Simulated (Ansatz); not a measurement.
The calculation's input:

```
crystal:
  periodic: [false, false, false]
  atoms:
    - { symbol: Ti, position_ang: [-0.06367, 0.188515, -0.088585] }
    - { symbol: Cl, position_ang: [-0.192907, 0.271097, 2.235497] }
    - { symbol: F, position_ang: [1.50182, 0.482244, -0.730242] }
    - { symbol: O, position_ang: [-1.060202, 1.480576, -0.643982] }
    - { symbol: H, position_ang: [-1.958121, 1.749278, -0.817838] }
    - { symbol: F, position_ang: [-0.802952, -1.259475, -0.673356] }
    - { symbol: O, position_ang: [1.39867, -2.28182, 1.094007] }
    - { symbol: H, position_ang: [0.703907, -2.907197, 0.892742] }
    - { symbol: H, position_ang: [1.140856, -1.908518, 1.959658] }
basis:
  gaussian: { orbitals: def2-SVP }
hamiltonian:
  xc: { name: BHLYP }
  dispersion: d4
relax:
  f_tol: 0.03
  max_steps: 50
output:
  orbitals: {}
```

Launched as:

```sh
ansatz run input.yaml --threads 4 --pin off --max-ram 5120MiB --backend cpu --events-out ev --progress --plain --runs-dir out
```

The fields are those of the run's last geometry, not of the input's.

The calculation used RKS BHLYP-D4/def2-SVP (Ansatz 0.2.0).

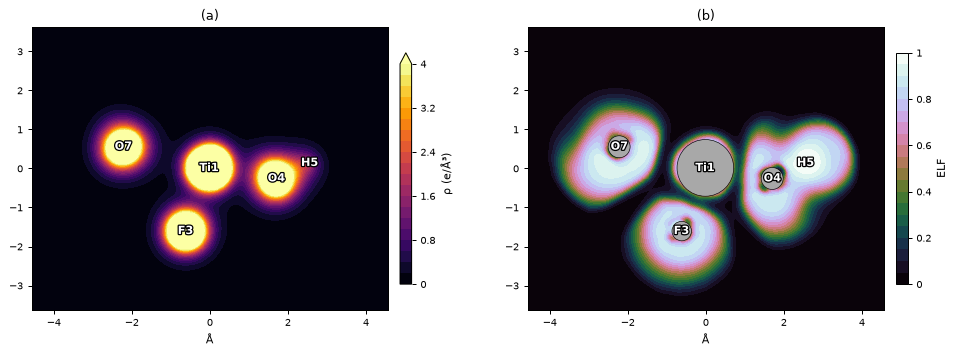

ClF2HOTi···H2O. (a) total electron density; (b) electron localisation function on the plane of atoms F3, Ti1 and O4. Grey discs cover the atomic cores in the ELF map.

Q: What does the map show?

A: The plane passes through Ti, F, O and H nuclei. Ti1···O7 (2.28 Å): the density falls to about 0.29 e/Å³ on the way; the ELF peaks at about 0.90 in the valence shell of O, 0.6 Å from its nucleus, and is about 0.10 at the midpoint. Ti–F (1.73 Å): ρ at the midpoint is about 1.1 e/Å³; the ELF peaks at about 0.80 in the valence shell of F, 0.5 Å from its nucleus, and drops to about 0.20 between the two atoms. Ti–O (1.73 Å): ρ is about 1.2 e/Å³ halfway; the ELF peaks at about 0.80 in the valence shell of O, 0.5 Å from its nucleus, and drops to about 0.25 between the two atoms. O–H (0.95 Å): ρ at the midpoint is about 3.8 e/Å³; the ELF climbs to about 1 towards the hydrogen, as it does in any bond to H: a covalent bond by its length. The ELF also peaks beside O7, away from the bonds: lone-pair regions.
